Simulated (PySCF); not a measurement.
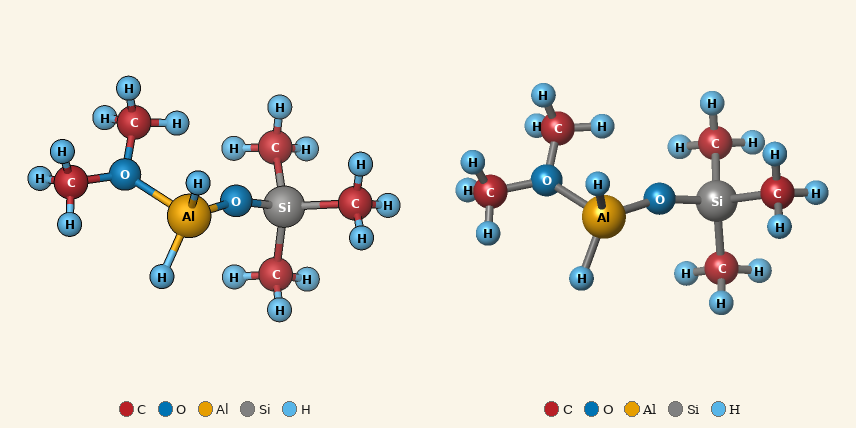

The same structure drawn twice, from different directions.

Description:

It has 26 atoms: 5 carbon, 17 hydrogen, 1 aluminium, 2 oxygen and 1 silicon (C5H17AlO2Si). SMILES: `C[O+](C)[AlH2-][O][Si](C)(C)C`. Among its groups: Si–O bond. The point group is C1. Coordination, clear cases only: 5 C tetrahedral; 1 Al tetrahedral; 1 Si tetrahedral.

The parts below concern this one geometry. Atoms keep their numbers from picture to picture. The geometry was computed by an optimisation with PBE0-D3(BJ)/def2-SVP. No frequency run is at hand to confirm it as a minimum.

**Polarisability**

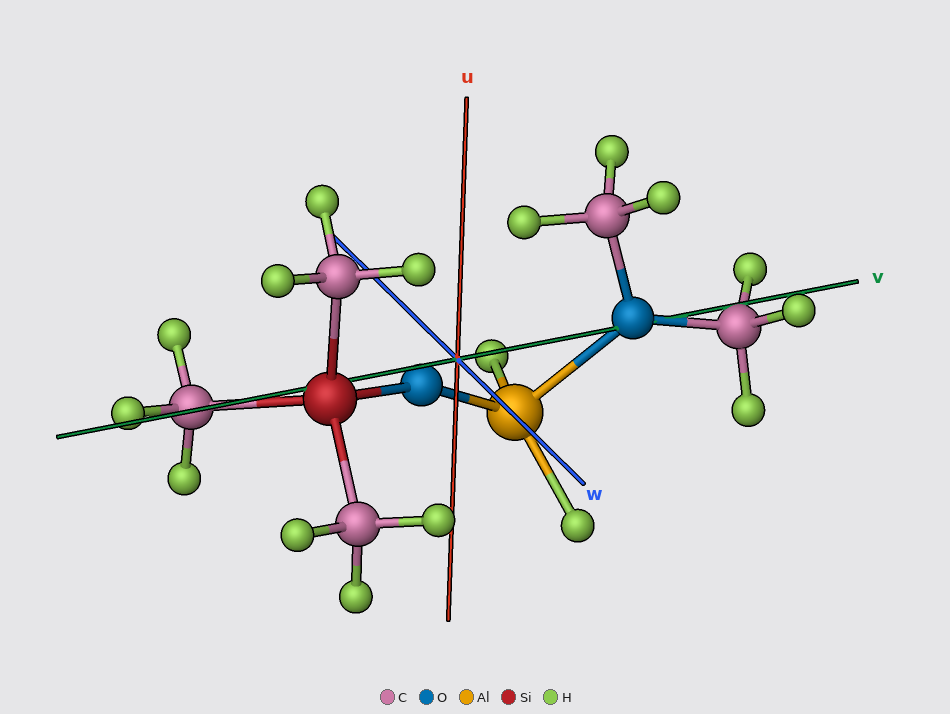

The lines u, v and w are the principal axes of the static dipole polarisability. No frequency run is at hand to confirm it as a minimum. Computed with PBE0/def2-SVPD (PySCF 2.14.0).

**Along which axis is the molecule most polarisable, and along which least?**

Most along v, least along w.

**Give the three principal values.**

u 122.2, v 134.1, w 116.3 bohr³; mean 124.2, anisotropy 15.7 bohr³.

**Bond orders**

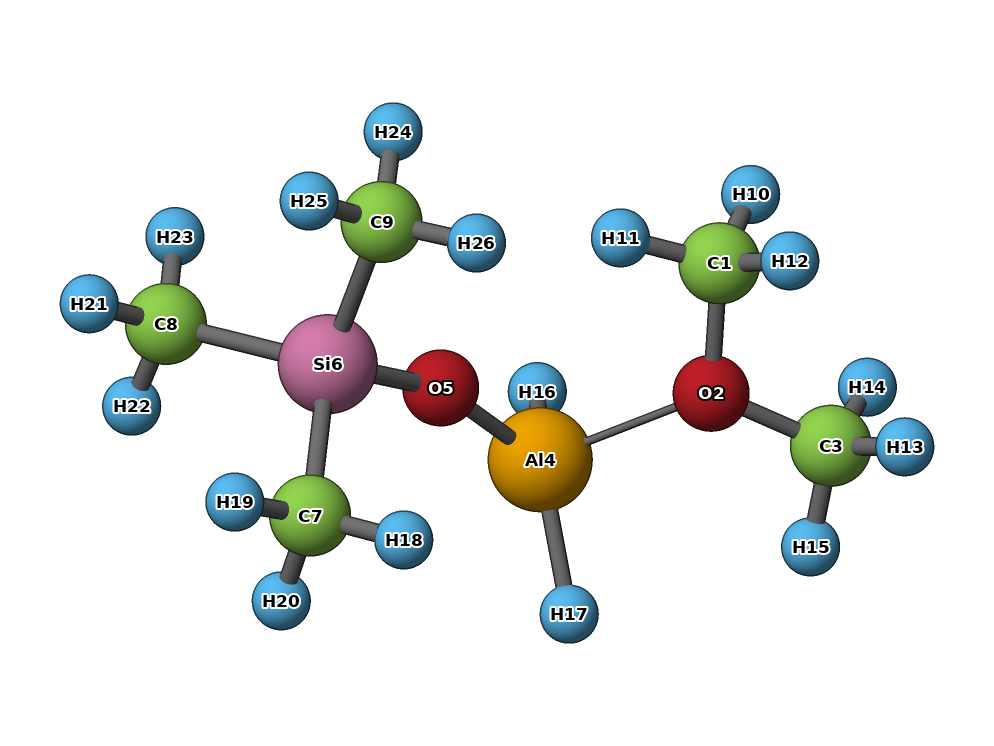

The thickness of each stick grows with its Mayer bond order. No frequency run is at hand to confirm it as a minimum. Method: PBE0/pcSseg-1 (PySCF 2.14.0).

**Which bond between heavy atoms has the lowest Mayer bond order?**

O2–Al4, 0.27, at 1.991 Å.

List the Mayer bond orders of C1–O2, O2–C3, O2–Al4, Al4–O5, O5–Si6, Si6–C7, Si6–C8, Si6–C9 (bonds between heavy atoms, one of each equivalent set).

| bond | Mayer order | length (Å) |
| --- | --- | --- |
| C1–O2 | 0.83 | 1.420 |
| O2–C3 | 0.84 | 1.416 |
| O2–Al4 | 0.27 | 1.991 |
| Al4–O5 | 0.77 | 1.727 |
| O5–Si6 | 0.99 | 1.649 |
| Si6–C7 | 0.94 | 1.879 |
| Si6–C8 | 0.94 | 1.878 |
| Si6–C9 | 0.92 | 1.883 |

**NMR shielding**

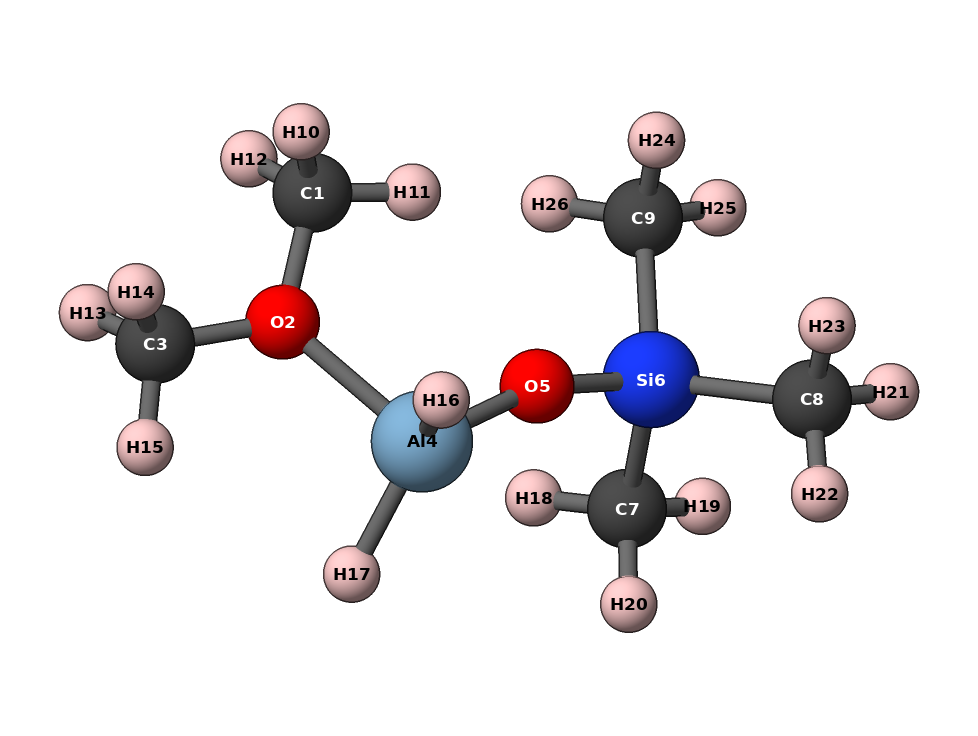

No frequency run is at hand to confirm it as a minimum. Properties computed with GIAO HF/pcSseg-1 NMR shielding, non-relativistic, gas phase (PySCF 2.14.0). Principal shieldings σ11 ≤ σ22 ≤ σ33, span Ω = σ33 − σ11, skew κ = 3(σiso − σ22)/Ω.

Give the shielding tensors of the Al atoms.

```tsv
atom	σ11	σ22	σ33	σiso	Ω	κ
Al4	445.1	483.8	537.1	488.7	92.0	0.16
```

Shieldings and span in ppm.
